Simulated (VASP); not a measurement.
# Ba: surface energy and work function by face, part 5 of 6

Aim: compare the low-index faces of Ba at one level of theory.

VASP 6.6.1; PBEsol; plane waves and PAW (Ba_sv).

So far. Step 5 (Potential and states of the slab, 7 atoms, face Ba(110)): The vacuum level lies 2.43 eV above the Fermi level at the upper face; both faces agree, as the slab has next to no dipole. Step 6 (Relaxing the slab, 9 atoms, face Ba(100)): The run ended after 4 ionic steps, 0.015 eV below its first step, once the forces on the free atoms met EDIFFG = -0.03.

### 7. Vacuum level and density of states, 9 atoms, face Ba(100)

INCAR

```
SYSTEM = Ba
PREC = Normal
ENCUT = 320
EDIFF = 1E-06
NELM = 120
ISMEAR = 1
SIGMA = 0.15
LREAL = .FALSE.
ALGO = Fast
GGA = PS
NBANDS = 55
LORBIT = 11
LWAVE = .FALSE.
LCHARG = .TRUE.
KPAR = 4
IDIPOL = 3
LDIPOL = .TRUE.
DIPOL = 0.5 0.5 0.5
LVHAR = .TRUE.
LVACPOTAV = .TRUE.
NEDOS = 1500
```

POSCAR

```
Ba
1.0
    4.8939373562      0.0000000000      0.0000000000
    0.0000000000      4.8939373562      0.0000000000
    0.0000000000      0.0000000000     34.5757494248
Ba
9
Direct
    0.0000000000      0.0000000000      0.2161129348
    0.5000000000      0.5000000000      0.2892395729
    0.0000000000      0.0000000000      0.3571742426
    0.5000000000      0.5000000000      0.4296345237
    0.0000000000      0.0000000000      0.5000000000
    0.5000000000      0.5000000000      0.5703654763
    0.0000000000      0.0000000000      0.6428257574
    0.5000000000      0.5000000000      0.7107604271
    0.0000000000      0.0000000000      0.7838870652
```

KPOINTS

```
Automatic mesh
0
Gamma
6 6 1
0 0 0
```

Potentials, in the order of the species: Ba_sv (PBE family, release 64).

The run is started by

```bash
> mpirun -np 4 vasp_std
```

Output:

```text
[... set-up lines as in an earlier step ...]
 entering main loop
       N       E                     dE             d eps       ncg     rms          rms(c)
DAV:   1     0.742735962968E+03    0.74274E+03   -0.27880E+04  1228   0.878E+02
DAV:   2     0.667644784293E+02   -0.67597E+03   -0.66863E+03  1487   0.242E+02
DAV:   3    -0.149939736366E+02   -0.81758E+02   -0.80404E+02  1641   0.842E+01
DAV:   4    -0.199371487046E+02   -0.49432E+01   -0.48986E+01  1680   0.187E+01
DAV:   5    -0.201470024205E+02   -0.20985E+00   -0.20866E+00  1760   0.357E+00    0.590E+00
RMM:   6    -0.242654397161E+02   -0.41184E+01   -0.28081E+01  1479   0.512E+00    0.660E+00
RMM:   7    -0.183229694805E+02    0.59425E+01   -0.33371E+00  1467   0.319E+00    0.289E+00
RMM:   8    -0.181402172177E+02    0.18275E+00   -0.18597E+00  1508   0.209E+00    0.147E+00
RMM:   9    -0.181618814819E+02   -0.21664E-01   -0.12982E+00  1590   0.124E+00    0.483E-01
RMM:  10    -0.181712118729E+02   -0.93304E-02   -0.33678E-01  1544   0.685E-01    0.269E-01
RMM:  11    -0.181825209010E+02   -0.11309E-01   -0.17136E-01  1568   0.446E-01    0.210E-01
RMM:  12    -0.181940115062E+02   -0.11491E-01   -0.10108E-01  1528   0.257E-01    0.115E-01
RMM:  13    -0.181990384996E+02   -0.50270E-02   -0.51674E-02  1572   0.189E-01    0.696E-02
RMM:  14    -0.182036957419E+02   -0.46572E-02   -0.38046E-02  1628   0.129E-01    0.408E-02
RMM:  15    -0.182060885430E+02   -0.23928E-02   -0.21409E-02  1560   0.859E-02    0.237E-02
RMM:  16    -0.182072906181E+02   -0.12021E-02   -0.14937E-02  1578   0.682E-02    0.122E-02
RMM:  17    -0.182084116497E+02   -0.11210E-02   -0.10378E-02  1497   0.462E-02    0.989E-03
RMM:  18    -0.182093302241E+02   -0.91857E-03   -0.70916E-03  1413   0.373E-02    0.698E-03
RMM:  19    -0.182100873203E+02   -0.75710E-03   -0.54697E-03  1217   0.296E-02    0.655E-03
RMM:  20    -0.182105694328E+02   -0.48211E-03   -0.39461E-03  1265   0.251E-02    0.490E-03
RMM:  21    -0.182109357500E+02   -0.36632E-03   -0.30793E-03  1213   0.202E-02    0.467E-03
RMM:  22    -0.182111742434E+02   -0.23849E-03   -0.22544E-03  1215   0.181E-02    0.377E-03
RMM:  23    -0.182113535072E+02   -0.17926E-03   -0.18233E-03  1048   0.126E-02    0.506E-03
RMM:  24    -0.182114945623E+02   -0.14106E-03   -0.14060E-03   835   0.981E-03    0.775E-03
RMM:  25    -0.182116035060E+02   -0.10894E-03   -0.11321E-03   880   0.816E-03    0.766E-03
RMM:  26    -0.182116901547E+02   -0.86649E-04   -0.90657E-04  1002   0.729E-03    0.778E-03
RMM:  27    -0.182117618975E+02   -0.71743E-04   -0.73633E-04   813   0.589E-03    0.848E-03
RMM:  28    -0.182118223981E+02   -0.60501E-04   -0.61469E-04   732   0.501E-03    0.940E-03
RMM:  29    -0.182118720322E+02   -0.49634E-04   -0.50372E-04   664   0.432E-03    0.102E-02
RMM:  30    -0.182119127065E+02   -0.40674E-04   -0.42783E-04   797   0.408E-03    0.106E-02
RMM:  31    -0.182119513368E+02   -0.38630E-04   -0.35989E-04   633   0.345E-03    0.122E-02
RMM:  32    -0.182119718299E+02   -0.20493E-04   -0.30002E-04   990   0.439E-03    0.105E-02
RMM:  33    -0.182119892760E+02   -0.17446E-04   -0.24925E-04  1025   0.454E-03    0.883E-03
RMM:  34    -0.182120095319E+02   -0.20256E-04   -0.21315E-04   741   0.321E-03    0.915E-03
RMM:  35    -0.182120229315E+02   -0.13400E-04   -0.16944E-04   941   0.346E-03    0.824E-03
RMM:  36    -0.182120380699E+02   -0.15138E-04   -0.15219E-04   649   0.255E-03    0.852E-03
RMM:  37    -0.182120442288E+02   -0.61589E-05   -0.12150E-04  1094   0.471E-03    0.545E-03
RMM:  38    -0.182120541990E+02   -0.99702E-05   -0.11235E-04   860   0.307E-03    0.472E-03
RMM:  39    -0.182120610188E+02   -0.68198E-05   -0.79608E-05   997   0.315E-03    0.355E-03
RMM:  40    -0.182120687499E+02   -0.77311E-05   -0.77557E-05   668   0.216E-03    0.379E-03
RMM:  41    -0.182120742303E+02   -0.54804E-05   -0.52604E-05   575   0.174E-03    0.439E-03
WARNING in EDDRMM: call to ZHEGV failed, returncode =   8  4     46
RMM:  42    -0.182120792980E+02   -0.50677E-05   -0.50076E-05   519   0.150E-03    0.465E-03
RMM:  43    -0.182120827377E+02   -0.34397E-05   -0.33319E-05   498   0.138E-03    0.498E-03
RMM:  44    -0.182120859448E+02   -0.32071E-05   -0.31971E-05   488   0.127E-03    0.509E-03
RMM:  45    -0.182120878391E+02   -0.18943E-05   -0.18927E-05   477   0.118E-03    0.520E-03
RMM:  46    -0.182120895634E+02   -0.17243E-05   -0.18083E-05   487   0.114E-03    0.516E-03
RMM:  47    -0.182120903620E+02   -0.79860E-06   -0.70207E-06   462   0.109E-03
 [... a notice as in an earlier step ...]

   1 F= -.18212090E+02 E0= -.18215781E+02  d E =0.110729E-01
```

Wall time 2.1 min (4 MPI ranks of Intel Xeon Platinum 8488C (Sapphire Rapids), shared host); peak memory 1.6 GiB; 7.5 min of CPU time.

OUTCAR, selected parts (step 7):

```text
   NELECT =      90.0000    total number of electrons

 E-fermi :   0.3488

 k-point     1 :       0.0000    0.0000    0.0000
  band No.  band energies     occupation
    ...
     44      -0.2273      2.00000
     45      -0.1013      2.00019
     46      -0.0557      2.00092
     47       0.0054      2.00563
     48       0.1564      2.06997
     49       0.5503     -0.06726
     50       0.9676     -0.00000
     51       1.5219     -0.00000
     52       2.1355     -0.00000
     53       2.1541     -0.00000
    ...

  Total       -1.2381295     -1.2381295      0.0561175      0.0000000      0.0000000      0.0000000
  in kB       -2.3954563     -2.3954563      0.1085727      0.0000000      0.0000000      0.0000000
  external PRESSURE =      -1.5607799 kB  Pullay stress =       0.0000000 kB

 POSITION                                       TOTAL-FORCE (eV/Angst)
 -----------------------------------------------------------------------------------
      0.00000      0.00000      7.47227         0.000000     -0.000000     -0.009176
      2.44697      2.44697     10.00067        -0.000000      0.000000      0.018024
      0.00000      0.00000     12.34957         0.000000      0.000000     -0.005588
      2.44697      2.44697     14.85494         0.000000      0.000000     -0.017895
      0.00000      0.00000     17.28787         0.000000      0.000000     -0.000000
      2.44697      2.44697     19.72081         0.000000      0.000000      0.017895
      0.00000      0.00000     22.22618        -0.000000     -0.000000      0.005588
      2.44697      2.44697     24.57507        -0.000000     -0.000000     -0.018024
      0.00000      0.00000     27.10348        -0.000000      0.000000      0.009176
 -----------------------------------------------------------------------------------
    total drift:                                0.000000     -0.000000      0.000000

  FREE ENERGIE OF THE ION-ELECTRON SYSTEM (eV)
  ---------------------------------------------------
  free  energy   TOTEN  =       -18.2120903620 eV

  energy  without entropy=      -18.2231632503  energy(sigma->0) =      -18.21578132

 vacuum level on the upper side and lower side of the slab         2.727         2.727

[... 8 parts as in an earlier step ...]

[... 10 further parts left out ...]
```

Numbers from this step:

```yaml
electronic_cycles: 47
fermi_energy: 0.3488 eV
vacuum_levels: 2.727, 2.727 eV
work_functions_of_the_upper_and_lower_face: 2.378, 2.378 eV
```

The planar average of the electrostatic potential oscillates, so the rows of the table below give means over windows of 2.48 Å about each position, cut where the curve ends. Its maxima inside the range that stand out by 2 % of the span (Å: eV): 8.8: -0.557, 11.1: -1.10, 13.6: -0.521, 16.1: -0.800, 18.5: -0.800, 21.0: -0.521, 23.4: -1.10, 25.8: -0.557. Its minima: 7.5: -3.27, 10.0: -2.71, 12.3: -2.87, 14.9: -2.85, 17.3: -2.83, 19.7: -2.85, 22.3: -2.87, 24.5: -2.71, 27.1: -3.27.

Zero at the Fermi level. Planar average of the electrostatic potential against height; means over each step:

```tsv
height (Å)	planar average of the electrostatic potential (eV)
1.24	2.38
3.72	2.32
6.20	-0.0242
8.68	-1.74
11.16	-1.98
13.64	-1.65
16.12	-1.82
18.60	-1.82
21.08	-1.65
23.56	-1.96
26.04	-1.78
28.52	0.286
31.00	2.34
33.48	2.38
```

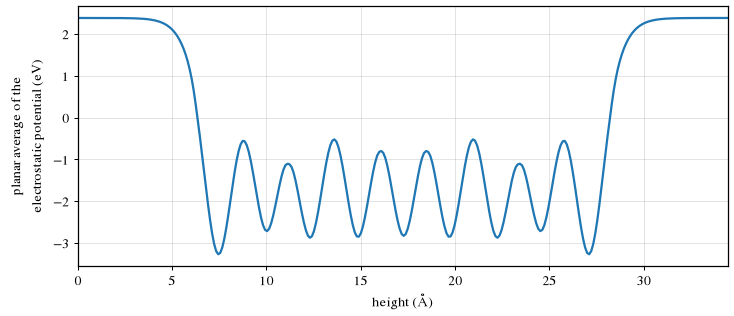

Planar average of the electrostatic potential against height.

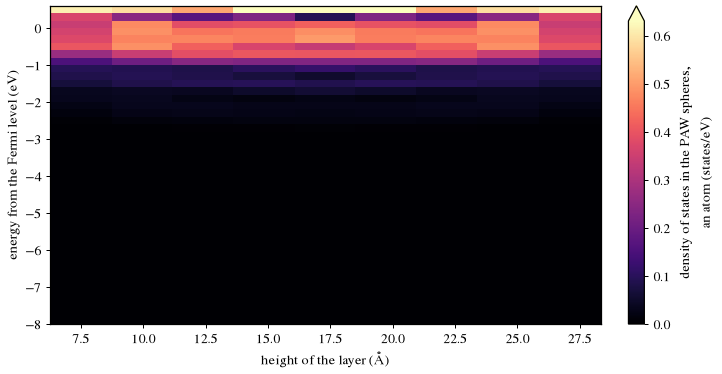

Density of states in the PAW spheres, an atom over height of the layer and energy from the Fermi level.

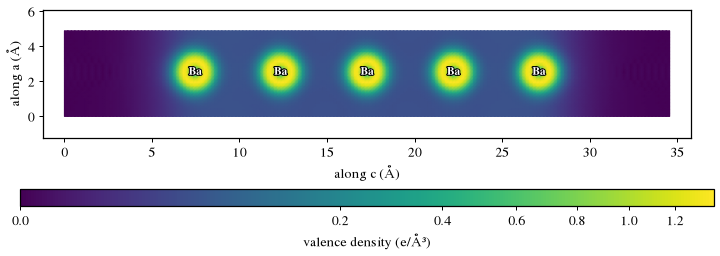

Valence density in the ca plane at fractional y = 0.000, with atoms of Ba within 0.2 Å of it. It is the smooth field of the valence electrons, not physical close to the nuclei. The map starts off the cell's origin, so that atoms lie inside it. The colour scale is stretched toward low values.

The map of layer states is cut here 0.5 eV above the Fermi level, so it leaves out the states above that.

The vacuum level lies 2.38 eV above the Fermi level at the upper face; both faces agree, as the slab has next to no dipole.

The program found no field-free point at its default tolerance, but its printed level agrees with the flat part of the planar average.

On this mesh the fine structure of the density of states is sampling noise, and high empty states may be cut by the number of bands.

### 8. Surface relaxation, 11 atoms, face Ba(111)

System of this step: Ba(111). The cell holds 11 atoms: 11 Ba. Its edges and angles: a = 6.921 Å, b = 6.921 Å, c = 29.128 Å, α = 90.0°, β = 90.0°, γ = 60.0°. It derives from Ba. 11 layers of bcc Ba, cut at this functional's lattice. Vacuum lies along c.

INCAR

```
SYSTEM = Ba
PREC = Normal
ENCUT = 320
EDIFF = 1E-05
NELM = 120
ISMEAR = 1
SIGMA = 0.15
LREAL = .FALSE.
ALGO = Fast
GGA = PS
NBANDS = 68
LORBIT = 11
LWAVE = .FALSE.
LCHARG = .FALSE.
KPAR = 4
IBRION = 2
NSW = 40
ISIF = 2
EDIFFG = -0.03
POTIM = 0.4
MAXMIX = 40
```

POSCAR

```
Ba
1.0
    6.9210725825      0.0000000000      0.0000000000
    3.4605362913      5.9938246779      0.0000000000
    0.0000000000      0.0000000000     29.1275802500
Ba
11
Direct
    0.6666666700      0.6666666700      0.2574879200
    0.0000000000      0.0000000000      0.3059903300
    0.3333333300      0.3333333300      0.3544927500
    0.6666666700      0.6666666700      0.4029951700
    0.0000000000      0.0000000000      0.4514975800
    0.3333333300      0.3333333300      0.5000000000
    0.6666666700      0.6666666700      0.5485024200
    0.0000000000      0.0000000000      0.5970048300
    0.3333333300      0.3333333300      0.6455072500
    0.6666666700      0.6666666700      0.6940096700
    0.0000000000      0.0000000000      0.7425120800
```

KPOINTS is that of step 7.

The run is started by

```bash
> mpirun -np 4 vasp_std
```

Output:

```text
[banner, memory and clock lines left out]
running    4 mpi-ranks, on    1 nodes
[...]
[... a notice as in an earlier step ...]

 LDA part: xc-table for (Slater+PW92), standard interpolation
 POSCAR, INCAR and KPOINTS ok, starting setup
[...]
entering main loop
       N       E                     dE             d eps       ncg     rms          rms(c)
DAV:   1     0.915325872033E+03    0.91533E+03   -0.33313E+04  1104   0.848E+02
DAV:   2     0.908944206031E+02   -0.82443E+03   -0.81227E+03  1300   0.237E+02
DAV:   3    -0.184641382968E+02   -0.10936E+03   -0.10813E+03  1352   0.862E+01
DAV:   4    -0.245182852353E+02   -0.60541E+01   -0.59616E+01  1456   0.191E+01
[...]
RMM:  25    -0.211936922715E+02   -0.17537E-04   -0.18103E-04   398   0.654E-03    0.221E-03
RMM:  26    -0.211937049120E+02   -0.12641E-04   -0.12100E-04   375   0.560E-03    0.345E-03
RMM:  27    -0.211937124931E+02   -0.75811E-05   -0.74948E-05   371   0.498E-03
   1 F= -.21193712E+02 E0= -.21200478E+02  d E =-.211937E+02
[... from here on, the cycles between the ionic steps are left out ...]
   2 F= -.21203411E+02 E0= -.21210373E+02  d E =-.969894E-02
   3 F= -.21229936E+02 E0= -.21236997E+02  d E =-.362233E-01
   4 F= -.21270540E+02 E0= -.21277465E+02  d E =-.768276E-01
   5 F= -.21300374E+02 E0= -.21306624E+02  d E =-.106661E+00
   6 F= -.21300561E+02 E0= -.21306866E+02  d E =-.106848E+00
   7 F= -.21308031E+02 E0= -.21314084E+02  d E =-.747035E-02
   8 F= -.21313627E+02 E0= -.21319178E+02  d E =-.130667E-01
[...]
reached required accuracy - stopping structural energy minimisation
```

Wall time 11 min (4 MPI ranks); peak memory 2 GiB; 38 min of CPU time.

From OUTCAR (step 8):

```text
  Total       -1.0048217     -1.0048217     -0.3877698     -0.0000000     -0.0000000      0.0000000
  in kB       -1.3323482     -1.3323482     -0.5141653     -0.0000000     -0.0000000      0.0000000
  external PRESSURE =      -1.0596205 kB  Pullay stress =       0.0000000 kB

 POSITION                                       TOTAL-FORCE (eV/Angst)
 -----------------------------------------------------------------------------------
      6.92107      3.99588      7.45676         0.000000     -0.000000      0.005448
      0.00000      0.00000      9.18710        -0.000000      0.000000      0.020059
      3.46054      1.99794     10.15744        -0.000000      0.000000      0.026956
      6.92107      3.99588     11.67402        -0.000000     -0.000000     -0.023296
      0.00000      0.00000     13.25008        -0.000000      0.000000     -0.005360
      3.46054      1.99794     14.56379         0.000000     -0.000000     -0.000000
      6.92107      3.99588     15.87750        -0.000000      0.000000      0.005360
      3.46054      5.99382     17.45356         0.000000      0.000000      0.023296
      3.46054      1.99794     18.97014         0.000000     -0.000000     -0.026956
      6.92107      3.99588     19.94048         0.000000     -0.000000     -0.020059
      3.46054      5.99382     21.67082        -0.000000      0.000000     -0.005448
 -----------------------------------------------------------------------------------
    total drift:                               -0.000025     -0.000014     -0.000010

  FREE ENERGIE OF THE ION-ELECTRON SYSTEM (eV)
  ---------------------------------------------------
  free  energy   TOTEN  =       -21.3136273008 eV

  energy  without entropy=      -21.3302802343  energy(sigma->0) =      -21.31917828

[... 1 part as in an earlier step ...]

[... 3 further parts left out ...]
[key lines of the parts left out:]
E-fermi :  -0.0584
```

The run keeps the 12 symmetry operations of its start, so it cannot find a distortion of lower symmetry.

Step by step:

```tsv
step	energy less that of the first step (eV)	largest force (eV/Å)
1	0.0000	0.2867
2	-0.0097	0.2809
3	-0.0362	0.2403
4	-0.0768	0.1700
5	-0.1067	0.1313
6	-0.1068	0.1247
7	-0.1143	0.0867
8	-0.1199	0.0270
```

The atoms that moved most (Å):

```tsv
atom	dx	dy	dz	length
Ba10	0.000	0.000	-0.274	0.274
Ba2	0.000	0.000	0.274	0.274
Ba9	0.000	0.000	0.168	0.168
Ba3	0.000	0.000	-0.168	0.168
Ba7	0.000	0.000	-0.099	0.099
Ba5	0.000	0.000	0.099	0.099
Ba4	0.000	0.000	-0.064	0.064
Ba8	0.000	0.000	0.064	0.064
```

The relaxed structure:

```cif
data_structure
_symmetry_space_group_name_H-M 'P 1'
_symmetry_Int_Tables_number 1
_cell_length_a 6.9211
_cell_length_b 6.9211
_cell_length_c 29.1276
_cell_angle_alpha 90.000
_cell_angle_beta 90.000
_cell_angle_gamma 60.000
_cell_volume 1208.32
loop_
_atom_site_label
_atom_site_type_symbol
_atom_site_fract_x
_atom_site_fract_y
_atom_site_fract_z
_atom_site_occupancy
Ba1 Ba 0.66667 0.66667 0.25600 1
Ba2 Ba 0.00000 0.00000 0.31541 1
Ba3 Ba 0.33333 0.33333 0.34872 1
Ba4 Ba 0.66667 0.66667 0.40079 1
Ba5 Ba 0.00000 0.00000 0.45490 1
Ba6 Ba 0.33333 0.33333 0.50000 1
Ba7 Ba 0.66667 0.66667 0.54510 1
Ba8 Ba 0.00000 0.00000 0.59921 1
Ba9 Ba 0.33333 0.33333 0.65128 1
Ba10 Ba 0.66667 0.66667 0.68459 1
Ba11 Ba 0.00000 0.00000 0.74400 1
```

The run ended after 8 ionic steps, 0.120 eV below its first step, once the forces on the free atoms met EDIFFG = -0.03.

(Part 5 of 6 ends here.)

[Lines on the potential files, build, host, timing and source positions are cut from VASP's logs without a mark.]

[Logs are printed without paths, hosts, clocks, repeated set-up lines and the standing remarks that a program may print on its own settings, such as how far it seeks lower states.]

[Hosts, paths, dates, database ids (printed as entryN), source tags and the programs' standing remarks are cut or masked in the printed files.]

[Runs that stopped without an error message from VASP are left out.]
